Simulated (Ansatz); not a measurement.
**F2H4OSi2: density, localisation and related maps**

Input

```
crystal:
  periodic: [false, false, false]
  atoms:
    - { symbol: Si, position_ang: [0.0, 0.0, 0.0] }
    - { symbol: F, position_ang: [0.0, 0.0, 1.59] }
    - { symbol: O, position_ang: [1.5842, 0.0, -0.5594] }
    - { symbol: H, position_ang: [1.9006, -0.9521, -0.6761] }
    - { symbol: F, position_ang: [-0.7489, 1.2974, -0.5295] }
    - { symbol: Si, position_ang: [-1.0456, -1.8115, -0.7393] }
    - { symbol: H, position_ang: [-1.7029, -2.4846, 0.3772] }
    - { symbol: H, position_ang: [-2.0454, -1.4265, -1.7311] }
    - { symbol: H, position_ang: [-0.0777, -2.7173, -1.3511] }
basis:
  gaussian: { orbitals: def2-SVP }
hamiltonian:
  xc: pbe
relax:
  f_tol: 0.02
  max_steps: 40
output:
  orbitals: {}
```

Launched as:

```sh
ansatz run input.yaml --threads 2 --pin off --max-ram 3072MiB --backend cpu --events-out ev --progress --plain --runs-dir out
```

The fields are those of the run's last geometry, not of the input's.

Level of theory: RKS PBE/def2-SVP (Ansatz 0.2.0).

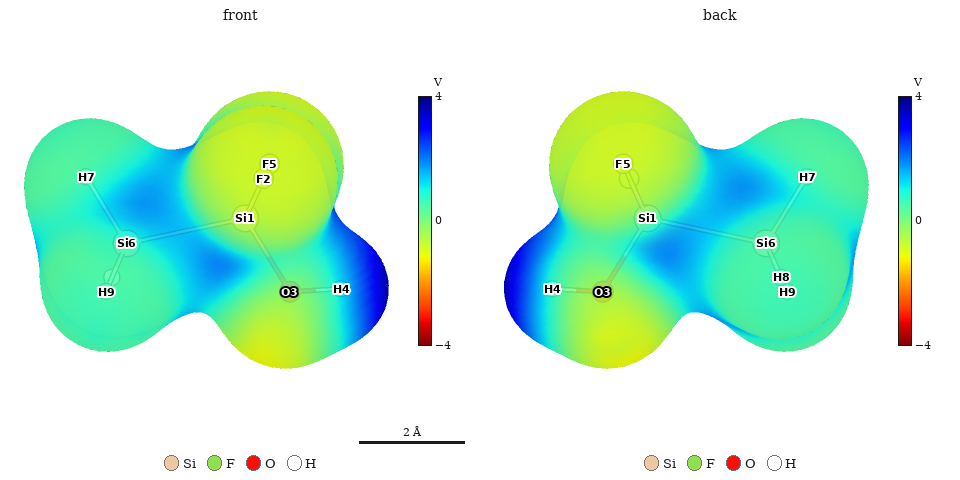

Figure 1. The molecular electrostatic potential painted on the density surface at 0.004 e/bohr³, seen from the front and from behind; the colour scale runs from red (negative) to blue (positive).

Which sites attract a positive test charge, and which a negative one?

Answer. A positive charge is drawn to the negative regions and a negative charge to the positive ones. The most negative region (about −1.1 V) lies over O3, the most positive (about +3.6 V) over H4. O3 is the likeliest acceptor of a hydrogen bond.

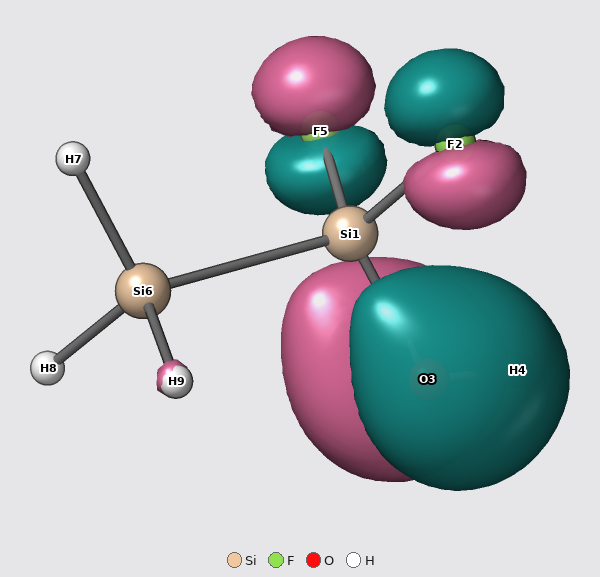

Figure 2. The HOMO−1 at ±0.1 Å⁻³ᐟ² (teal and pink are the two phases), seen at a tilt.

Where does this orbital lie, and at what energy?

Answer. It lies mainly on O3 (about 70 %), F2 (about 5 %) and F5 (about 5 %); largely a lone pair of O3. Its energy is −8.00 eV.

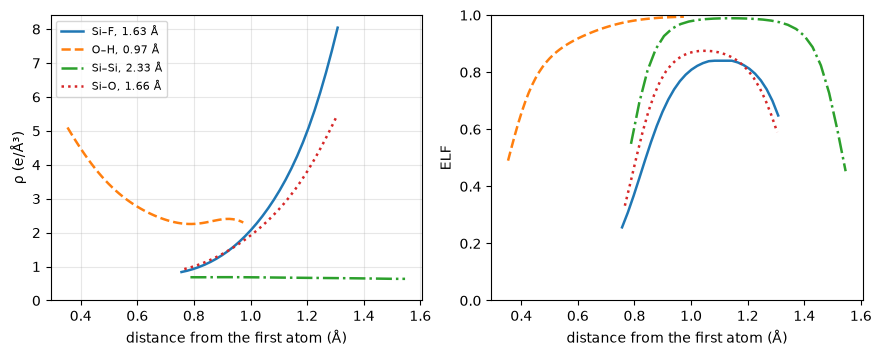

Figure 3. Total electron density and electron localisation function along straight lines between neighbouring atoms. The curves leave out the atomic cores.

What can be read from the curves?

Answer. Si–F (1.63 Å): ρ at the midpoint is about 0.99 e/Å³; the ELF peaks at about 0.85 in the valence shell of F, 0.6 Å from its nucleus, and is about 0.45 at the midpoint.
O–H (0.97 Å): the density is about 3.5 e/Å³ at the midpoint; the ELF climbs to about 1 towards the hydrogen, as it does in any bond to H; a covalent bond by its length.
Si–Si (2.33 Å): the density is about 0.67 e/Å³ at the midpoint; the ELF peaks at about 1 between the atoms; a shared electron pair.
Si–O (1.66 Å): ρ is about 1.1 e/Å³ halfway; the ELF peaks at about 0.85 between the atoms: a shared but strongly polarised pair.
